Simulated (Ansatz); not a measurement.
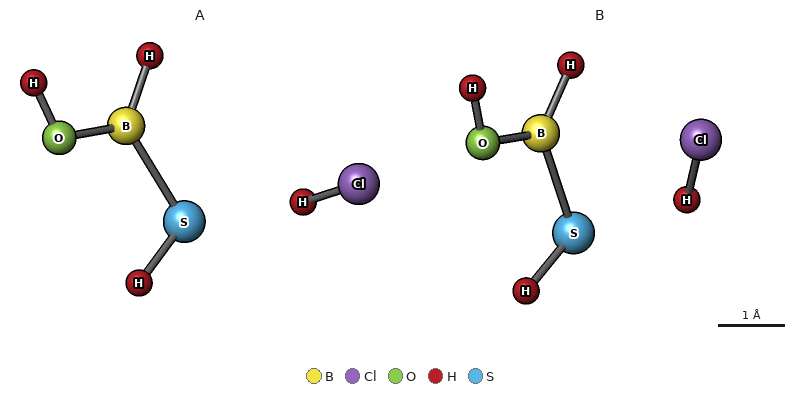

Two geometries of BH₄SOCl, drawn at one scale. One is the start of a relaxation, the other its converged end. A ball-and-stick model, seen at a tilt.

These are results of RKS B3LYP-D4/6-31G* in Ansatz 0.2.0, not measurements. Set-up: no spin polarisation; force threshold 0.03 eV/Å; at most 50 steps.

Which geometry has the lower energy?

Answer. Structure A is the relaxed one. The run prepares an end point of a later path (reaction) calculation, from a guessed geometry. The largest move after the best rigid fit is that of the Cl atom, 1.11 Å. By element the largest moves are Cl 1.11 Å, H 0.69 Å, O 0.40 Å, S 0.38 Å, B 0.25 Å. Some distances before and after: B–S 1.870 → 1.827 Å, Cl–H 1.339 → 1.304 Å. Over 14 accepted moves (17 points after the start) the energy falls by 11.0 kJ/mol. Largest force component: 1 eV/Å at the start, 0.01 eV/Å at the end. The line search rejected the trial steps at points 2, 8, 12 of the run. Cost: 68 s on 1 thread of Intel(R) Xeon(R) Platinum 8259CL CPU @ 2.50GHz (Skylake/Cascade Lake), with other jobs on the host, peak memory 0.19 GiB.

Limits of the set-up: the start holds two separate molecules, 2.6 Å apart at their closest, whose relative position is a soft coordinate.
